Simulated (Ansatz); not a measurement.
The figure comes from a scan of NaI (rock salt): a phonon pattern at X = (0.5, 0.5, 0.0) is frozen into a 4-atom cell, Q being the largest atomic displacement. Computed with PBE (plane waves to 420 eV, PAW, scalar-relativistic; Ansatz, an electronic-structure program). k mesh 9×9×9 (Γ-centred), Fermi-Dirac smearing 0.05 eV. NaI was relaxed with its symmetry unable to fall. Spin-orbit coupling is left out, though I is heavy. 

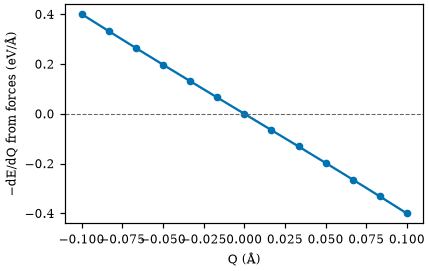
−dE/dQ from forces (eV/Å) against Q (Å); markers are the computed points, lines only join them.

Problem. Turn the plot into a table (rounded to what can be read).

Solution. To the nearest 0.02:

```tsv
Q (Å)	−dE/dQ from forces (eV/Å)
-0.100	0.40
-0.083	0.34
-0.067	0.26
-0.050	0.20
-0.033	0.14
-0.017	0.06
0.000	0.00
0.017	-0.06
0.033	-0.14
0.050	-0.20
0.067	-0.26
0.083	-0.34
0.100	-0.40
```

(For displaced atoms, the force is minus the slope of the energy, and its curvature is a force constant, which sets phonon frequencies.)
